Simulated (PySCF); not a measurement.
# doublet Ge2H2ClOF+: levels of theory compared

We compute a comparison of 6 runs (U-revPBE/6-31G*, U-wB97X/6-31G*, UB3LYP/6-31G*, UBLYP/6-31G*, UCAM-B3LYP/6-31G*, USVWN5/6-31G*) of doublet Ge2H2ClOF+. 

The calculation is run with PySCF 2.14.0.

## Step 1: The system as given

Ge2H2ClOF+: 7 atoms, total charge +1, spin state doublet. SMILES of the parent species: `[F][GeH]1[O][GeH]1[Cl]`. The coordinates come from a PBE0-D4/def2-TZVP relaxation. That shape belongs to the parent species and isn't relaxed for this state.

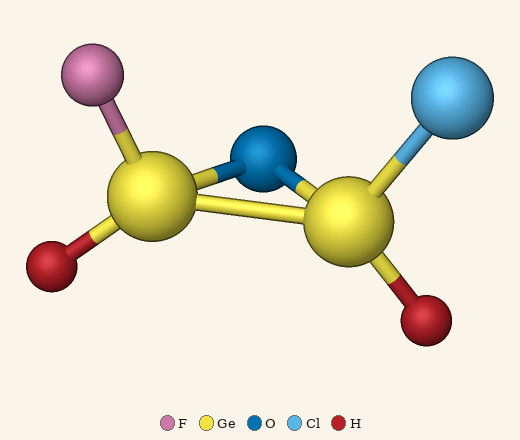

Viewed from a chosen angle; fluorine pink, germanium yellow, oxygen blue, chlorine blue, hydrogen red.

## Step 2: A single-point energy at U-revPBE/6-31G(d) (spherical functions) (run 1)

Contents of job.py:

```python
from pyscf import gto, dft

mol = gto.M(
    atom='''
F     -2.314000    -0.078500     0.729400
Ge    -0.614000     0.047600     1.021500
O      0.299700    -1.220400     0.102800
Ge     0.803600     0.286900    -0.792300
Cl     0.015300     0.365600    -2.774700
H     -0.447500     0.032000     2.543900
H      2.318300     0.498900    -0.876300
''',
    charge=1,
    spin=1,
    basis='6-31g*',
    max_memory=1860,
    verbose=4,
)

mf = dft.UKS(mol)
mf.xc = 'revpbe'
mf.conv_tol = 1e-10
mf.grids.level = 5
mf.kernel()
if not mf.converged:
    mf = mf.newton().run(mf.mo_coeff, mf.mo_occ)

e_tot = mf.e_tot
print('E = %.10f Eh' % e_tot)
```

Run with:

```sh
$ OMP_NUM_THREADS=1 python job.py
```

Standard output:

```text
PySCF version 2.14.0

[... 58 lines left out ...]
WARN: HOMO -0.265052814189679 >= LUMO -0.265052814189681
[... 66 lines left out ...]
converged SCF energy = -4789.15176007023  <S^2> = 0.75202434  2S+1 = 2.0020233
E = -4789.1517600702 Eh
```

Wall time 92 s (1 thread of Arm Neoverse V2, shared host); peak memory 0.68 GiB.

## Step 3: The energy at U-wB97X/6-31G(d) (spherical functions) (run 2)

Contents of job.py:

```python
from pyscf import gto, dft

system = gto.M(
    atom=[
    ('F', (-2.314000, -0.078500, 0.729400)),
    ('Ge', (-0.614000, 0.047600, 1.021500)),
    ('O', (0.299700, -1.220400, 0.102800)),
    ('Ge', (0.803600, 0.286900, -0.792300)),
    ('Cl', (0.015300, 0.365600, -2.774700)),
    ('H', (-0.447500, 0.032000, 2.543900)),
    ('H', (2.318300, 0.498900, -0.876300)),
],
    charge=1,
    spin=1,
    max_memory=1860,
    verbose=3,
    basis='6-31g*',
)

mf = dft.UKS(system, xc='wb97x')
mf.grids.level = 5
mf.conv_tol = 1e-10
mf.kernel()
if not mf.converged:
    mf = mf.newton().run(mf.mo_coeff, mf.mo_occ)

e_tot = mf.e_tot
print(f'total energy: {e_tot:.8f} hartree')
```

Run with:

```sh
$ OMP_NUM_THREADS=1 python job.py
```

Standard output:

```text
WARN: HOMO -0.273940572126111 >= LUMO -0.273940572126112

converged SCF energy = -4789.64191787993  <S^2> = 0.75892822  2S+1 = 2.0089084
total energy: -4789.64191788 hartree
```

Wall time 3.1 min (1 thread of Arm Neoverse V2, shared host); peak memory 0.68 GiB.

Runs 3 to 5 aren't shown in full; the table further down has their settings and results.

## Step 4: A single-point energy at USVWN5/6-31G(d) (spherical functions) (run 6)

Contents of job.py:

```python
from pyscf import gto, dft

mol = gto.Mole()
mol.atom = [
    ('F', (-2.314000, -0.078500, 0.729400)),
    ('Ge', (-0.614000, 0.047600, 1.021500)),
    ('O', (0.299700, -1.220400, 0.102800)),
    ('Ge', (0.803600, 0.286900, -0.792300)),
    ('Cl', (0.015300, 0.365600, -2.774700)),
    ('H', (-0.447500, 0.032000, 2.543900)),
    ('H', (2.318300, 0.498900, -0.876300)),
]
mol.max_memory = 1860
mol.spin = 1
mol.verbose = 4
mol.charge = 1
mol.basis = '6-31g*'
mol.build()

mf = dft.UKS(mol)
mf.xc = 'svwn'
mf.conv_tol = 1e-10
mf.grids.level = 5
mf.kernel()
if not mf.converged:
    mf = mf.newton().run(mf.mo_coeff, mf.mo_occ)

energy = mf.e_tot
print('Final energy', energy)
```

Run with:

```sh
$ OMP_NUM_THREADS=1 python job.py
```

Standard output:

```text
PySCF version 2.14.0

[... 123 lines left out ...]
converged SCF energy = -4780.66581029967  <S^2> = 0.75110521  2S+1 = 2.0011049
Final energy -4780.665810299668
```

Run time: 50 s. Hardware: 1 thread of Arm Neoverse V2, shared host; peak memory 0.45 GiB.

## Step 5: All runs side by side

```csv
run,level,energy (Eh),HOMO energy (eV),LUMO energy (eV),⟨S²⟩,wall time
1,U-revPBE/6-31G* (spherical functions),-4789.151760,-12.79,-12.00,0.752,92 s
2,U-wB97X/6-31G* (spherical functions),-4789.641918,-16.39,-9.51,0.759,3.1 min
3,UB3LYP/6-31G* (spherical functions),-4789.698841,-13.90,-11.63,0.755,1.8 min
4,UBLYP/6-31G* (spherical functions),-4789.701940,-12.62,-11.94,0.752,92 s
5,UCAM-B3LYP/6-31G* (spherical functions),-4789.798361,-15.41,-10.40,0.758,3 min
6,USVWN5/6-31G* (spherical functions),-4780.665810,-12.87,-12.31,0.751,50 s
```

## Step 6: What came out

| quantity | value |
| --- | --- |
| run 6: total energy | -4780.66581 Eh |
| run 6: HOMO energy (highest over α and β) | -12.87 eV |
| run 6: LUMO energy (lowest over α and β) | -12.31 eV |
| run 6: ⟨S²⟩ | 0.751 |

In words: Totals of different functionals can't be ranked against each other. All runs together took 12 min, the longest 3.1 min.
